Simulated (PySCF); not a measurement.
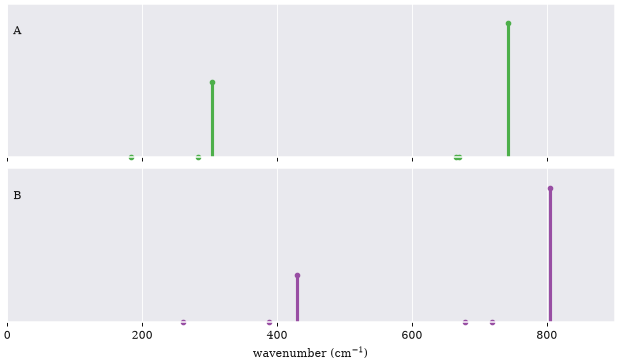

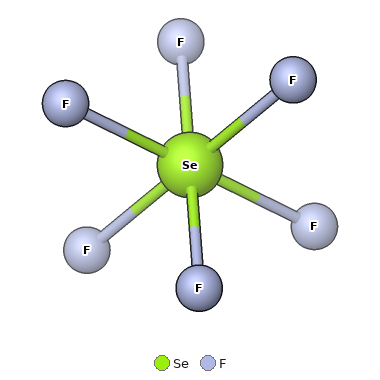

Harmonic infrared lines of SeF₆ and TeF₆, all Oh singlets, each the lowest point that its search found (SeF₆ is drawn); the central atom changes down one group of the periodic table. PBE0/def2-SVP (core potentials past Kr), PySCF 2.14.0, unscaled, no spin-orbit coupling; each panel is scaled to its strongest line, degenerate modes are one line with their intensities summed, and dots on the axis are modes too weak to show or inactive.

Question: Which panel belongs to which molecule?

Answer: A: TeF₆ (strongest line 741.9 cm⁻¹); B: SeF₆ (strongest line 804.0 cm⁻¹).

Question: How do the bond length and the stretches change along the series?

Answer: Mean bond length: SeF₆ 1.704, TeF₆ 1.876 Å, rising down the group. Highest t1u mode: SeF₆ 804, TeF₆ 742 cm⁻¹, falling down the group.

Caveats, for all or some of the runs: double-zeta basis on some or all atoms; no scalar relativity.
